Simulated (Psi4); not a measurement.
**GaF (SMILES [F][Ga]): levels of theory compared**

We compute a comparison of 3 runs (BHLYP/def2-TZVPPD, PBE0/def2-TZVPPD, wB97M-V/def2-TZVPPD) of GaF. 

The calculation is run with Psi4 1.11.

1 further run of the same task is left out (it didn't finish).

**1. The system as given**

GaF has 2 atoms, charge 0, and is taken as a singlet. SMILES: `[F][Ga]`. The F1–Ga2 distance was set to 3.930 Å, away from the relaxed value.

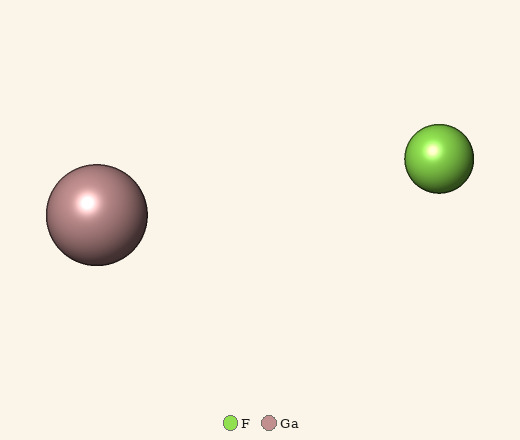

Viewed from a chosen angle; fluorine green, gallium pink.

**2. Energy and forces at BHLYP/def2-TZVPPD (run 1)**

input.json

```json
{
  "schema_name": "qcschema_input",
  "schema_version": 1,
  "molecule": {
    "schema_name": "qcschema_molecule",
    "schema_version": 2,
    "symbols": ["F", "Ga"],
    "geometry": [0.0, 0.0, -4.03938408, 0.0, 0.0, 3.38799548],
    "molecular_charge": 0,
    "molecular_multiplicity": 1,
    "fix_symmetry": "c1",
    "fix_com": true,
    "fix_orientation": true
  },
  "driver": "gradient",
  "model": {
    "method": "bhhlyp",
    "basis": "def2-TZVPPD"
  },
  "keywords": {
    "puream": true,
    "e_convergence": 1e-09,
    "d_convergence": 1e-08,
    "scf_type": "pk",
    "dft_radial_points": 99,
    "dft_spherical_points": 590,
    "scf_properties": ["WIBERG_LOWDIN_INDICES", "DIPOLE", "LOWDIN_CHARGES"]
  }
}
```

Command:

```
$ psi4 --qcschema input.json -n 1 --memory 2200MB
```

stdout:

```text
[...]
  Running in c1 symmetry.
[...]
  Nuclear repulsion =   37.563719175272631
[...]
  Multiplicity = 1
[...]
  Nalpha       = 20
  Nbeta        = 20
[...]
    Number of basis functions: 94
[...]
   @RKS iter   1: -2023.00168246414796   -2.88363e+00   3.22833e-02 DIIS/ADIIS
[...]
   @RKS iter  15: -2024.56773363317120   -2.86491e-11   5.86294e-09 DIIS
[...]
    Orbital Energies [Eh]
    ---------------------
    Doubly Occupied:
       1A   -375.107644     2A    -46.928115     3A    -41.517945
       4A    -41.517945     5A    -41.517659     6A    -25.038811
       7A     -5.993032     8A     -4.201117     9A     -4.201117
      10A     -4.199795    11A     -1.123334    12A     -1.123334
      13A     -1.122055    14A     -1.122055    15A     -1.121604
      16A     -1.028328    17A     -0.502420    18A     -0.247955
      19A     -0.247955    20A     -0.239318
[...]
  @RKS Final Energy: -2024.56773363317120
   => Energetics <=
    Nuclear Repulsion Energy =             37.5637191752726309
    One-Electron Energy =               -2897.0984010162173945
    Two-Electron Energy =                 878.6639807906120723
    DFT Exchange-Correlation Energy =     -43.6970325828383181
    Empirical Dispersion Energy =           0.0000000000000000
    VV10 Nonlocal Energy =                  0.0000000000000000
    Total Energy =                      -2024.5677336331709739
[...]
 Multipole Moments:
 ------------------------------------------------------------------------------------
     Multipole            Electronic (a.u.)      Nuclear  (a.u.)        Total (a.u.)
 ------------------------------------------------------------------------------------
 L = 1.  Multiply by 2.5417464519 to convert [e a0] to [Debye]
 Dipole X            :          0.0000000            0.0000000            0.0000000
 Dipole Y            :         -0.0000000            0.0000000           -0.0000000
 Dipole Z            :        -62.5593129           68.6734032            6.1140902
 Magnitude           :                                                    6.1140902
[...]
  -Total Gradient:
     Atom            X                  Y                   Z
    ------   -----------------  -----------------  -----------------
       1       -0.000000000000    -0.000000000000    -0.022237267088
       2        0.000000000001    -0.000000000001     0.022238587774
[...]
```

The result, in JSON:

```text
{
 "driver": "gradient",
 "model": {
  "method": "bhhlyp",
  "basis": "def2-TZVPPD"
 },
 "success": true,
 "return_result": [-2.337883535902306e-14, -2.5129052534994254e-14, -0.022237267088009813, 6.554373564046127e-13, -9.727593761064702e-13, 0.022238587774413385],
 "properties": {
  "calcinfo_nbasis": 94,
  "calcinfo_nmo": 94,
  "calcinfo_nalpha": 20,
  "calcinfo_nbeta": 20,
  "calcinfo_natom": 2,
  "nuclear_repulsion_energy": 37.56371917527263,
  "return_energy": -2024.5677336331712,
  "return_gradient": [-2.337883535902306e-14, -2.5129052534994254e-14, -0.022237267088009813, 6.554373564046127e-13, -9.727593761064702e-13, 0.022238587774413385],
  "scf_one_electron_energy": -2897.0984010162174,
  "scf_two_electron_energy": 878.6639807906121,
  "scf_xc_energy": -43.69703258283832,
  "scf_dipole_moment": [3.394828926234434e-15, -4.0610777369923366e-15, 6.114090211958839],
  "scf_total_energy": -2024.5677336331712,
  "scf_total_gradient": [-2.337883535902306e-14, -2.5129052534994254e-14, -0.022237267088009813, 6.554373564046127e-13, -9.727593761064702e-13, 0.022238587774413385],
  "scf_iterations": 15
 }
}
```

Wall time 23 s (1 thread of Intel Xeon at 2.50GHz (Skylake/Cascade Lake), shared host); peak memory 0.61 GiB.

**3. Energy and gradient at PBE0/def2-TZVPPD (run 2)**

calc.py

```python
import psi4

psi4.set_memory('2200 MB')
psi4.set_num_threads(1)
psi4.core.set_output_file('psi4.out', False)

geom = psi4.geometry("""
0 1
F
Ga 1 3.9304
symmetry c1
no_reorient
no_com
""")

psi4.set_options({
    'basis': 'def2-TZVPPD',
    'puream': True,
    'e_convergence': 1e-09,
    'd_convergence': 1e-08,
    'scf_type': 'pk',
    'dft_radial_points': 99,
    'dft_spherical_points': 590,
})

e, wfn = psi4.gradient('pbe0', return_wfn=True)
psi4.oeprop(wfn, 'QUADRUPOLE', 'MAYER_INDICES', 'LOWDIN_CHARGES', title='PBE0')
print('gradient / Eh bohr^-1')
print(e.np.round(6))
print(f'energy = {wfn.energy():.10f} Eh')
for k, v in sorted(psi4.core.scalar_variables().items()):
    print(f'{k:45s} {v:18.10f}')
```

Command:

```
$ python calc.py
```

psi4.out:

```text
[...]
  Running in c1 symmetry.
[...]
  Nuclear repulsion =   37.563719157574290
[...]
  Multiplicity = 1
[...]
  Nalpha       = 20
  Nbeta        = 20
[...]
    Number of basis functions: 94
[...]
   @RKS iter   1: -2022.56065160529761   -2.29485e+00   3.34794e-02 DIIS/ADIIS
[...]
   @RKS iter  17: -2024.28261079583444   -3.41061e-12   1.33779e-09 DIIS
[...]
    Orbital Energies [Eh]
    ---------------------
    Doubly Occupied:
       1A   -373.040218     2A    -46.182584     3A    -40.895168
       4A    -40.895168     5A    -40.894568     6A    -24.541801
       7A     -5.691640     8A     -3.957474     9A     -3.957474
      10A     -3.955196    11A     -0.983274    12A     -0.983274
      13A     -0.981196    14A     -0.981196    15A     -0.980472
      16A     -0.938212    17A     -0.454370    18A     -0.206798
      19A     -0.206798    20A     -0.205449
[...]
  @RKS Final Energy: -2024.28261079583444
   => Energetics <=
    Nuclear Repulsion Energy =             37.5637191575742904
    One-Electron Energy =               -2896.7969136779402106
    Two-Electron Energy =                 899.1773857040851681
    DFT Exchange-Correlation Energy =     -64.2268019795538123
    Empirical Dispersion Energy =           0.0000000000000000
    VV10 Nonlocal Energy =                  0.0000000000000000
    Total Energy =                      -2024.2826107958344437
[...]
  -Total Gradient:
     Atom            X                  Y                   Z
    ------   -----------------  -----------------  -----------------
       1        0.000000000000     0.000000000000    -0.020628789265
       2        0.000000000000    -0.000000000001     0.020629899176
[...]
 Multipole Moments:
 ------------------------------------------------------------------------------------
     Multipole            Electronic (a.u.)      Nuclear  (a.u.)        Total (a.u.)
 ------------------------------------------------------------------------------------
 L = 1.  Multiply by 2.5417464519 to convert [e a0] to [Debye]
 Dipole X            :          0.0000000            0.0000000            0.0000000
 Dipole Y            :         -0.0000000            0.0000000           -0.0000000
 Dipole Z            :          8.0452085           -2.6507977            5.3944109
 Magnitude           :                                                    5.3944109
 L = 2.  Multiply by 1.3450342976 to convert [e a0^2] to [Debye ang]
 Quadrupole XX       :        -14.1716453            0.0000000          -14.1716453
 Quadrupole XY       :          0.0000000            0.0000000            0.0000000
[...]
```

On the terminal:

```text
gradient / Eh bohr^-1
[[ 0.        0.       -0.020629]
 [ 0.       -0.        0.02063 ]]
energy = -2024.2826107958 Eh
CURRENT ENERGY                                  -2024.2826107958
CURRENT REFERENCE ENERGY                        -2024.2826107958
DD SOLVATION ENERGY                                 0.0000000000
DFT FUNCTIONAL TOTAL ENERGY                     -2024.2826107958
DFT TOTAL ENERGY                                -2024.2826107958
DFT VV10 ENERGY                                     0.0000000000
DFT XC ENERGY                                     -64.2268019796
GRID ELECTRONS ALPHA                               19.9999993121
GRID ELECTRONS BETA                                19.9999993121
GRID ELECTRONS TOTAL                               39.9999986241
NUCLEAR REPULSION ENERGY                           37.5637191576
ONE-ELECTRON ENERGY                             -2896.7969136779
PCM POLARIZATION ENERGY                             0.0000000000
PE ENERGY                                           0.0000000000
SCF ITERATION ENERGY                            -2024.2826107958
SCF ITERATIONS                                     17.0000000000
SCF TOTAL ENERGY                                -2024.2826107958
TWO-ELECTRON ENERGY                               899.1773857041
XC GRID RADIAL POINTS                              99.0000000000
XC GRID SPHERICAL POINTS                          590.0000000000
XC GRID TOTAL POINTS                           113447.0000000000
```

It took 28 s on 1 thread of Intel Xeon at 2.50GHz (Skylake/Cascade Lake), shared host; peak memory 0.61 GiB.

**4. A single-point energy at wB97M-V/def2-TZVPPD (run 3)**

input.json

```json
{
 "schema_name": "qcschema_input",
 "schema_version": 1,
 "molecule": {
  "schema_name": "qcschema_molecule",
  "schema_version": 2,
  "symbols": ["F", "Ga"],
  "geometry": [0.0, 0.0, -4.03938408, 0.0, 0.0, 3.38799548],
  "molecular_charge": 0,
  "molecular_multiplicity": 1,
  "fix_symmetry": "c1",
  "fix_com": true,
  "fix_orientation": true
 },
 "driver": "energy",
 "model": {
  "method": "wb97m-v",
  "basis": "def2-TZVPPD"
 },
 "keywords": {
  "reference": "rks",
  "puream": true,
  "e_convergence": 1e-09,
  "d_convergence": 1e-08,
  "scf_type": "pk",
  "dft_radial_points": 99,
  "dft_spherical_points": 590
 }
}
```

Command:

```
$ psi4 --qcschema input.json -n 1 --memory 2200MB
```

stdout:

```text
[...]
  Running in c1 symmetry.
[...]
  Nuclear repulsion =   37.563719175272631
[...]
  Multiplicity = 1
[...]
  Nalpha       = 20
  Nbeta        = 20
[...]
    Number of basis functions: 94
[...]
   @RKS iter   1: -2022.86397753156211   -2.78051e+00   3.27838e-02 ADIIS/DIIS
[...]
   @RKS iter  16: -2024.50616480794451   -6.13909e-12   1.98515e-09 DIIS
[...]
    Orbital Energies [Eh]
    ---------------------
    Doubly Occupied:
       1A   -373.284937     2A    -46.340721     3A    -40.979798
       4A    -40.979798     5A    -40.979461     6A    -24.645778
       7A     -5.816715     8A     -4.064476     9A     -4.064476
      10A     -4.062987    11A     -1.089364    12A     -1.089364
      13A     -1.087976    14A     -1.087976    15A     -1.087485
      16A     -1.014140    17A     -0.553643    18A     -0.276187
      19A     -0.276187    20A     -0.272447
[...]
  @RKS Final Energy: -2024.50616480794451
   => Energetics <=
    Nuclear Repulsion Energy =             37.5637191752726309
    One-Electron Energy =               -2896.3486035203704887
    Two-Electron Energy =                 901.5368843301175730
    DFT Exchange-Correlation Energy =     -67.4303369455252124
    Empirical Dispersion Energy =           0.0000000000000000
    VV10 Nonlocal Energy =                  0.1721721525608490
    Total Energy =                      -2024.5061648079445149
[...]
 Multipole Moments:
 ------------------------------------------------------------------------------------
     Multipole            Electronic (a.u.)      Nuclear  (a.u.)        Total (a.u.)
 ------------------------------------------------------------------------------------
 L = 1.  Multiply by 2.5417464519 to convert [e a0] to [Debye]
 Dipole X            :          0.0000000            0.0000000            0.0000000
 Dipole Y            :          0.0000000            0.0000000            0.0000000
 Dipole Z            :        -62.6072586           68.6734032            6.0661445
 Magnitude           :                                                    6.0661445
[...]
```

The result, in JSON:

```text
{
 "driver": "energy",
 "model": {
  "method": "wb97m-v",
  "basis": "def2-TZVPPD"
 },
 "success": true,
 "return_result": -2024.5061648079445,
 "properties": {
  "calcinfo_nbasis": 94,
  "calcinfo_nmo": 94,
  "calcinfo_nalpha": 20,
  "calcinfo_nbeta": 20,
  "calcinfo_natom": 2,
  "nuclear_repulsion_energy": 37.56371917527263,
  "return_energy": -2024.5061648079445,
  "scf_one_electron_energy": -2896.3486035203705,
  "scf_two_electron_energy": 901.5368843301176,
  "scf_vv10_energy": 0.17217215256084897,
  "scf_xc_energy": -67.43033694552521,
  "scf_dipole_moment": [2.3462043911669572e-14, 6.145697179833511e-15, 6.066144523868552],
  "scf_total_energy": -2024.5061648079445,
  "scf_iterations": 16
 }
}
```

It took 47 s on 1 thread of Intel Xeon at 2.50GHz (Skylake/Cascade Lake), shared host; peak memory 1 GiB.

**5. Overview of the runs**

| run | level | task | energy (Eh) | dipole moment (D) | HOMO energy (eV) | LUMO energy (eV) | wall time |
| --- | --- | --- | --- | --- | --- | --- | --- |
| 1 | BHLYP/def2-TZVPPD | gradient | -2024.567734 | 15.54 | -6.51 | -3.51 | 23 s |
| 2 | PBE0/def2-TZVPPD | gradient | -2024.282611 | 13.71 | -5.59 | -3.95 | 28 s |
| 3 | wB97M-V/def2-TZVPPD | energy | -2024.506165 | 15.42 | -7.41 | -2.43 | 47 s |

**6. Outcome**

| quantity | value |
| --- | --- |
| run 3: total energy | -2024.50616 Eh |
| run 3: dipole moment | 15.42 D |
| run 3: HOMO energy | -7.41 eV |
| run 3: LUMO energy | -2.43 eV |
| run 3: HOMO–LUMO gap | 4.98 eV |

In words: The dipole moment (its size) runs from 13.71 D (PBE0/def2-TZVPPD) to 15.54 D (BHLYP/def2-TZVPPD). The HOMO–LUMO gap runs from 1.64 eV (PBE0/def2-TZVPPD) to 4.98 eV (wB97M-V/def2-TZVPPD). Totals of different functionals can't be ranked against each other. All runs together took 98 s, the longest 47 s.
